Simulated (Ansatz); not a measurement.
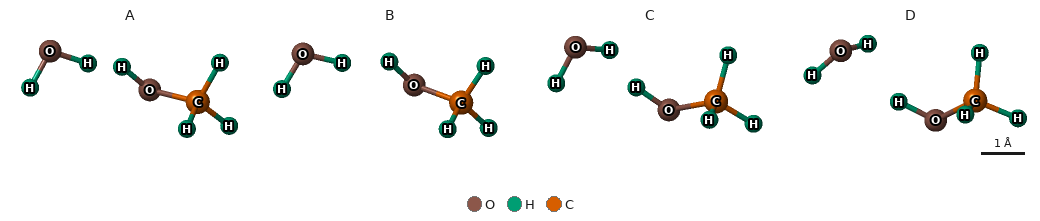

4 geometries from one relaxation of CH₆O₂ (coarse preliminary run), in shuffled order. Style: ball-and-stick. Shown from a free direction.

These are results of RKS PBE-D4/def2-SVP in Ansatz, not measurements. Set-up: force threshold 0.03 eV/Å; at most 250 steps.

### Order the frames from highest to lowest energy.

B, A, C, D. They are steps 0, 4, 11, 19, at +18.5 kJ/mol, +7.15 kJ/mol, +1.60 kJ/mol relative to the last. The energy falls by 18.5 kJ/mol in 15 accepted moves (19 points after the start). The largest force component goes from 1 to 0.028 eV/Å. The line search rejected the trial steps at points 2, 6, 10, 16 of the run. The forces were under the threshold at step 15, but the run went on from there. An H atom moves most after the best rigid fit: 1.13 Å. By element the largest moves are H 1.13 Å, O 0.86 Å, C 0.16 Å. Some distances before and after: C–H 1.095 → 1.119 Å, H–O 0.966 → 0.985 Å. Bond angles that change, for instance: H–O–H 106.6° → 102.4°, O–C–H 111.6° → 113.6°.
